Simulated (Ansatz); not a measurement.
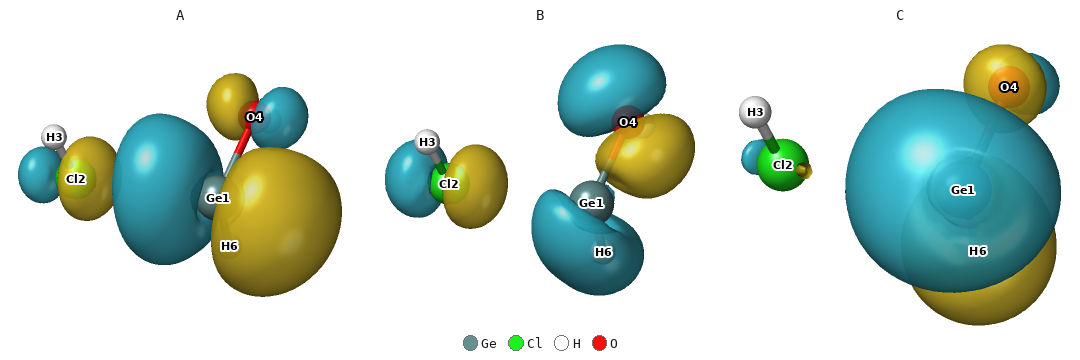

*GeH2O···HCl. Three frontier orbitals at ±0.1 Å⁻³ᐟ² (yellow and cyan are the two phases), in no order.*

The calculation used RKS PBE0-D4/def2-SVP in Ansatz 0.2.0.

```yaml
atoms:
  - { symbol: Ge, position_ang: [-0.0843, -0.2137, -1.0980] }
  - { symbol: Cl, position_ang: [1.3199, -0.2805, 1.5061] }
  - { symbol: H, position_ang: [2.2549, 0.5067, 1.0986] }
  - { symbol: O, position_ang: [-0.9433, 1.3262, -0.7628] }
  - { symbol: H, position_ang: [-1.7122, 1.2300, -0.1906] }
  - { symbol: H, position_ang: [-1.0991, -1.1757, -0.2845] }
```

Order the three orbitals by energy and name them.

B is the HOMO−1 (−8.69 eV). It lies mainly on O4 (about 60 %), Ge1 (about 15 %), Cl2 (about 10 %) and H6 (about 10 %). C is the HOMO (−6.46 eV). Its weight (Hirshfeld) is mainly on Ge1 (about 70 %) and H6 (about 20 %). A is the LUMO (−1.28 eV). Its weight (Hirshfeld) is mainly on Ge1 (about 75 %), O4 (about 10 %) and Cl2 (about 10 %).

What is the HOMO–LUMO gap?

5.18 eV between the orbital energies.
